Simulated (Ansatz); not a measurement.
## Electronic structure of Cl2FH3NOSi (SMILES [NH3+]O[Si](F)(Cl)Cl) (charge +1) in real space

```xyz
9

Cl   -3.0498    0.4821   -1.7921
Cl    0.0142   -0.2045   -0.3744
F    -0.4480    0.0897   -3.2871
N     0.6124    2.6727   -1.5767
O    -0.6896    2.2794   -1.8365
Si   -1.0676    0.5897   -1.9037
H     1.0558    2.0661   -0.8532
H     0.5761    3.6448   -1.2252
H     1.1904    2.6550   -2.4379
```

Geometry: B3LYP-D3(BJ)/def2-SVP.

Level of theory: isolated molecule in a Gaussian basis; Kohn-Sham density functional theory, functional PBE0 (Ansatz).

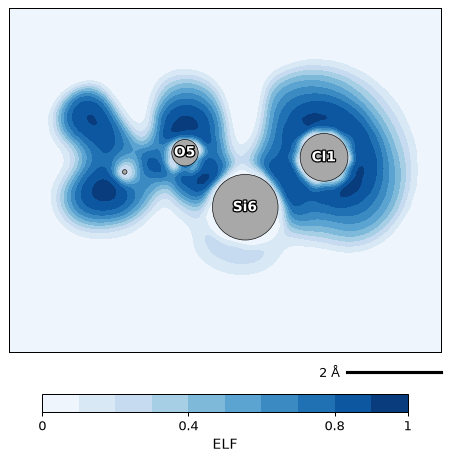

Figure 1. ELF on the plane of atoms Cl1, Si6 and O5. Grey discs cover the atomic cores.

Question: Interpret the plot.

Answer:
- The section cuts through Cl, O and Si sites.
- Si–O (1.73 Å): the ELF peaks at about 0.90 between the atoms: a shared but strongly polarised pair.
- Si–Cl (1.99 Å): the ELF peaks at about 0.90 between the atoms (a polar covalent bond).
- The ELF also peaks beside Cl1 and O5, away from the bonds: lone-pair regions.

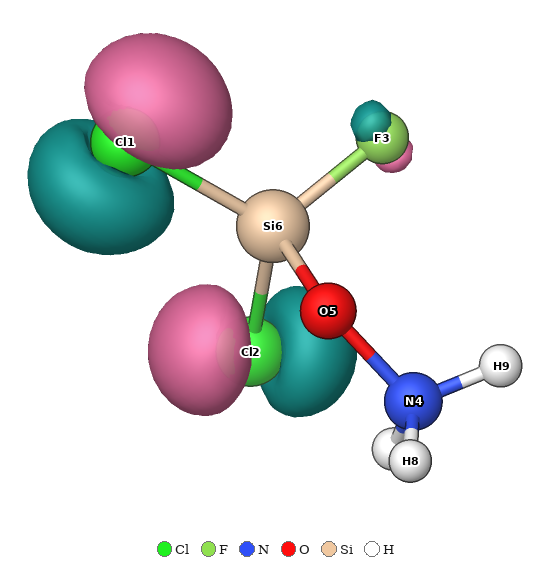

Figure 2. One frontier orbital at ±0.2 Å⁻³ᐟ² (teal and pink are the two phases), seen at an oblique angle.

Question: Which orbital is it: HOMO or LUMO?

Answer: The HOMO, at −14.28 eV. By Hirshfeld shares it lies mainly on Cl1 (about 60 %) and Cl2 (about 35 %).

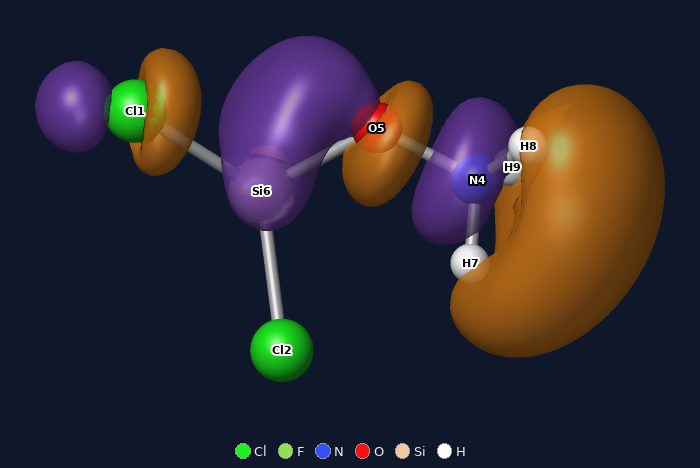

Figure 3. The LUMO at ±0.1 Å⁻³ᐟ² (orange and purple are the two phases), seen at a tilt.

Question: Describe this orbital and give its energy.

Answer: It lies mainly on N4 (about 25 %), O5 (about 20 %), H9 (about 15 %), H8 (about 15 %), H7 (about 10 %) and Si6 (about 10 %). Its energy is −5.49 eV.
